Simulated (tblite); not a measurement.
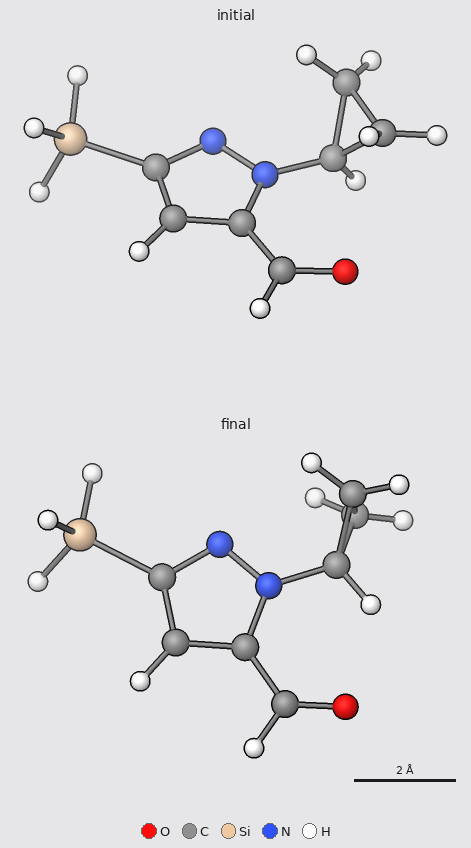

The structure of C$_{7}$H$_{10}$N$_{2}$OSi before (top) and after (bottom) a relaxation, at one scale.

The picture is a ball-and-stick view, seen at a tilt.

All numbers below come from tblite, GFN2-xTB geometry optimisation, gas phase. 

**What changed between the two?**

The atom that moves furthest after the best rigid fit is an H atom (2.15 Å). Largest moves by element: H 2.15 Å, C 1.13 Å, O 0.63 Å, N 0.60 Å, Si 0.45 Å. Some distances before and after: C–O 1.267 → 1.211 Å, C–H 1.122 → 1.081 Å, C–C 1.541 → 1.502 Å, C–Si 1.838 → 1.876 Å. Among the angles between lasting bonds that change: C–C–H 123.0° → 112.2°, O–C–H 114.3° → 120.8°, N–C–C 111.5° → 118.0°. Groups turn about C–N by about 85°, C–Si by about 25°. Over 162 geometry steps the energy falls by 0.774 eV. Cost: 1.3 s on 1 thread of Arm Neoverse V2, on a shared host.
